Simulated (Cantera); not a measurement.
Feed: 1 mol Si2H6, 0.14 mol H2O, 39 mol N2, equilibrated at 10.0 mbar.

Equilibrium computed with Cantera from the NASA thermochemical tables; the gas is ideal and each condensed phase is pure. Candidate condensed phases: H2O, Si, SiO2, Si2N2O, Si3N4; 35 gas species. The feed counts by its element totals alone. N2 is the only nitrogen source here; it is nearly inert below about 1500 K, so the nitride shown seldom forms there in practice. Mutual solubility and eutectic melting of coexisting phases are not modelled. The tables' values for SiN are old estimates; treat these amounts as uncertain. The numbers say what is thermodynamically allowed, not how fast it happens.

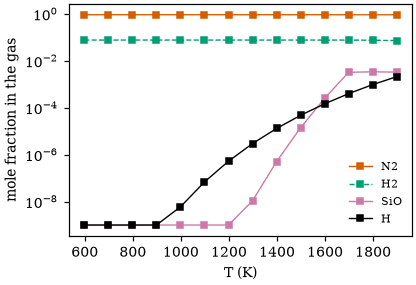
Equilibrium gas composition (values under 1e-9 drawn at 1e-9)

Question: Read off the mole fractions at 1498 K.

Answer: N2 about 0.92, H2 about 0.077, H about 4.8e-5, SiO about 1.4e-5.
